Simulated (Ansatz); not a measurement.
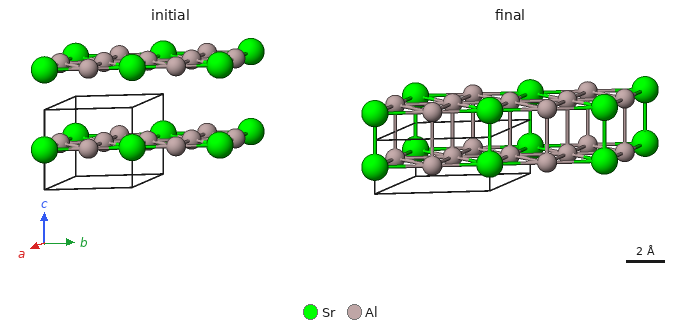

The structure of crystalline SrAl3 (a generated structure, set up in P6/mmm) (coarse preliminary run) before (left) and after (right) a relaxation, at one scale.

A ball-and-stick model of the cell of the calculation, repeated 1 × 2 × 2 with one cell outlined, seen slightly off an axis.

Theory: DFT PBE, scalar-relativistic, plane waves, PAW in Ansatz. Settings: plane-wave cutoff 420 eV; k-point mesh 6 × 6 × 4; occupations gaussian; smearing width 0.1 eV; no spin polarisation; cell and atoms relaxed; force threshold 0.04 eV/Å; at most 70 steps.

### Describe what moved and what it gained.

No atom moves by more than 0.005 Å relative to the cell. The drawn cell changes as follows: a = b 4.741 → 6.205 Å (+30.9 %), c 4.323 → 2.897 Å (−33.0 %); the volume changes by +14.8 %. Near-neighbour distances that change, for instance: Al–Al 4.323 → 2.897 Å, Sr–Sr 4.323 → 2.897 Å, Al–Sr 2.370 → 3.103 Å, Al–Al 2.370 → 3.103 Å. The space group stays P6/mmm (No. 191). Over 13 accepted moves (15 points after the start) the energy falls by 10.524 eV per cell of the calculation. All forces vanish by symmetry, so only the cell relaxes. The pressure goes from 49.27 to 0.04 GPa. At 2 points the geometry stayed and the basis and grid were re-selected for the new cell (energy shift of 98.5 meV per cell of the calculation at most each time).
